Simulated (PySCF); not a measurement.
**C4H6BCl (SMILES CC=C=CBCl): levels of theory compared**

Aim: a comparison of 5 runs (HF/3-21G, HF/def2-SVP, B3LYP/6-31G*, wB97X/def2-SVPD, CCSD/6-31G*) of C4H6BCl. The job is set up through a Python script.

The results are computed with PySCF 2.14.0.

### Step 1. The system as given

C4H6BCl: 12 atoms, total charge 0, spin state singlet. As SMILES, `CC=C=CBCl`. Geometry: relaxed at GFN2-xTB. This is one conformer, not always the lowest.

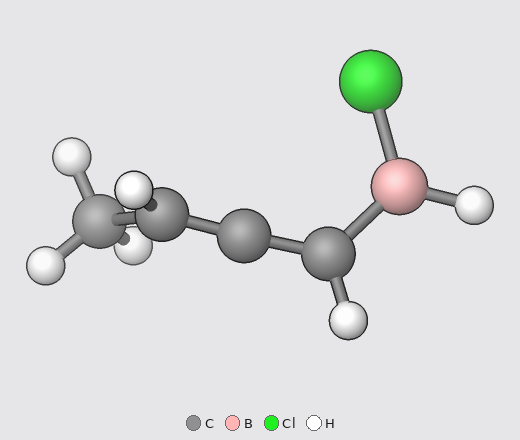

The structure, seen from a chosen angle (carbon grey, boron pink, chlorine green, hydrogen white).

### Step 2. Energy and gradient at HF/3-21G (run 1)

run.py reads:

```python
import pyscf.grad
from pyscf import gto

molecule = gto.M(
    atom=[
    ('C', (0.621290, -1.157380, 1.692420)),
    ('C', (1.039560, -0.193570, 0.621620)),
    ('C', (0.387740, 0.019740, -0.474030)),
    ('C', (-0.308540, 0.276050, -1.556350)),
    ('B', (-1.399890, 1.358680, -1.640110)),
    ('Cl', (-1.784140, 2.298920, -0.273130)),
    ('H', (1.389060, -1.917610, 1.831330)),
    ('H', (-0.315190, -1.642430, 1.431160)),
    ('H', (0.494090, -0.627280, 2.635430)),
    ('H', (1.961920, 0.344230, 0.803710)),
    ('H', (-0.093520, -0.318310, -2.439030)),
    ('H', (-1.992400, 1.558960, -2.633020)),
],
    verbose=3,
    basis='3-21g',
    max_memory=1860,
)

calc0 = molecule.RHF()
calc0.conv_tol = 1e-10
calc0.kernel()
if not calc0.converged:
    calc0 = calc0.newton().run(calc0.mo_coeff, calc0.mo_occ)

e_final = calc0.e_tot
print('E = %.10f Eh' % e_final)
grad = calc0.Gradients().kernel()
calc0.analyze()
```

Command:

```console
$ OMP_NUM_THREADS=1 python run.py
```

Log:

```text
converged SCF energy = -635.92942941335
[... 19 lines left out ...]
MO #10  energy= -7.61708895775902  occ= 2
[... 11 lines left out ...]
MO #22  energy= -0.522033583490519 occ= 2
[... 11 lines left out ...]
MO #34  energy= 0.3387612599743    occ= 0
[... 11 lines left out ...]
MO #46  energy= 0.844671996323823  occ= 0
[... 11 lines left out ...]
MO #58  energy= 1.30428353105117   occ= 0
[... 11 lines left out ...]
MO #70  energy= 2.20754903369752   occ= 0
[... 13 lines left out ...]
Dipole moment(X, Y, Z, Debye):  1.65535, -1.94124,  0.10135
```

It took 11 s on 1 thread of Intel Xeon at 2.50GHz (Skylake/Cascade Lake), shared host; peak memory 0.14 GiB.

### Step 3. Energy and forces at HF/def2-SVP (run 2)

job.py reads:

```python
import pyscf.grad
from pyscf import gto

mol = gto.M(
    atom='''
C      0.621290    -1.157380     1.692420
C      1.039560    -0.193570     0.621620
C      0.387740     0.019740    -0.474030
C     -0.308540     0.276050    -1.556350
B     -1.399890     1.358680    -1.640110
Cl    -1.784140     2.298920    -0.273130
H      1.389060    -1.917610     1.831330
H     -0.315190    -1.642430     1.431160
H      0.494090    -0.627280     2.635430
H      1.961920     0.344230     0.803710
H     -0.093520    -0.318310    -2.439030
H     -1.992400     1.558960    -2.633020
''',
    max_memory=1860,
    spin=0,
    verbose=3,
    charge=0,
    basis='def2-svp',
)

myscf = mol.RHF()
myscf.conv_tol = 1e-10
myscf.kernel()
if not myscf.converged:
    myscf = myscf.newton().run(myscf.mo_coeff, myscf.mo_occ)

etot = myscf.e_tot
print('E(%s) = %.9f' % ('HF', etot))
grad = myscf.Gradients().kernel()
dip = myscf.dip_moment()
pop, q = myscf.mulliken_pop()
```

Command:

```console
$ OMP_NUM_THREADS=1 python job.py
```

Log:

```text
converged SCF energy = -638.86114493922
[... 9 lines left out ...]
Dipole moment(X, Y, Z, Debye):  1.21072, -1.30275,  0.53639
[... 131 lines left out ...]
charge of   11H =     -0.08105
```

It took 54 s on 1 thread of Intel Xeon at 2.50GHz (Skylake/Cascade Lake), shared host; peak memory 0.3 GiB.

Runs 3 to 4 aren't shown in full; the table further down has their settings and results.

### Step 4. The energy at CCSD/6-31G(d) (spherical functions) (run 5)

job.py reads:

```python
# CC=C=CBCl
from pyscf import gto, cc

mol = gto.Mole()
mol.atom = '''
C    0.621290  -1.157380   1.692420
C    1.039560  -0.193570   0.621620
C    0.387740   0.019740  -0.474030
C   -0.308540   0.276050  -1.556350
B   -1.399890   1.358680  -1.640110
Cl  -1.784140   2.298920  -0.273130
H    1.389060  -1.917610   1.831330
H   -0.315190  -1.642430   1.431160
H    0.494090  -0.627280   2.635430
H    1.961920   0.344230   0.803710
H   -0.093520  -0.318310  -2.439030
H   -1.992400   1.558960  -2.633020
'''
mol.max_memory = 1860
mol.verbose = 4
mol.charge = 0
mol.basis = '6-31g*'
mol.build()

myscf = mol.RHF()
myscf.conv_tol = 1e-10
myscf.kernel()
if not myscf.converged:
    myscf = myscf.newton().run(myscf.mo_coeff, myscf.mo_occ)

mycc = cc.CCSD(myscf, frozen=10)
mycc.kernel()
etot = mycc.e_tot
print('Final energy', etot)
myscf.analyze()
```

Command:

```console
$ OMP_NUM_THREADS=1 python job.py
```

Log:

```text
PySCF version 2.14.0

[... 114 lines left out ...]
MO #5   energy= -11.2183083512828  occ= 2
[... 18 lines left out ...]
MO #24  energy= -0.431058856989591 occ= 2
[... 18 lines left out ...]
MO #43  energy= 0.620341487717499  occ= 0
[... 18 lines left out ...]
MO #62  energy= 1.14360346691319   occ= 0
[... 18 lines left out ...]
MO #81  energy= 1.92796030491489   occ= 0
[... 18 lines left out ...]
MO #100 energy= 3.72169776196596   occ= 0
[... 115 lines left out ...]
Dipole moment(X, Y, Z, Debye):  1.38351, -1.52102,  0.31667
```

Run time: 77 s. Hardware: 1 thread of Intel Xeon at 2.50GHz (Skylake/Cascade Lake), shared host; peak memory 0.73 GiB.

### Step 5. The series

| run | level | integration grid | task | energy (Eh) | dipole moment (D) of the reference | HOMO energy (eV) | LUMO energy (eV) | wall time |
| --- | --- | --- | --- | --- | --- | --- | --- | --- |
| 1 | HF/3-21G | – | gradient | -635.929429 | 2.55 | -10.16 | 1.90 | 11 s |
| 2 | HF/def2-SVP | – | gradient | -638.861145 | 1.86 | -10.10 | 2.01 | 54 s |
| 3 | B3LYP/6-31G* (spherical functions) | 5 | gradient | -641.065969 | 2.10 | -7.00 | -1.70 | 2.3 min |
| 4 | wB97X/def2-SVPD | 5 | gradient | -640.753860 | 1.91 | -9.85 | 0.28 | 9.7 min |
| 5 | CCSD/6-31G* (spherical functions) | – | energy | -639.872882 | 2.08 | -10.00 | 2.18 | 77 s |

### Step 6. What came out

| quantity | value |
| --- | --- |
| run 5: total energy | -639.87288 Eh |
| run 5: dipole moment (Hartree–Fock density) | 2.08 D |
| run 5: HOMO energy (Hartree–Fock orbitals) | -10.00 eV |
| run 5: LUMO energy (Hartree–Fock orbitals) | 2.18 eV |
| run 5: HOMO–LUMO gap (Hartree–Fock orbitals) | 12.17 eV |
| run 5: correlation energy (10 core orbitals frozen) | -756.2 mEh |
| run 5: T1 diagnostic | 0.013 |

**Reading.** Over runs 1, 2, 3, 4 the dipole moment (its size) runs from 1.86 D (HF/def2-SVP) to 2.55 D (HF/3-21G). Over runs 1, 2, 3, 4 the HOMO–LUMO gap runs from 5.30 eV (B3LYP/6-31G*) to 12.12 eV (HF/def2-SVP). The two ends differ in method and basis. Totals of different functionals can't be ranked against each other. All runs together took 14 min, the longest 9.7 min.
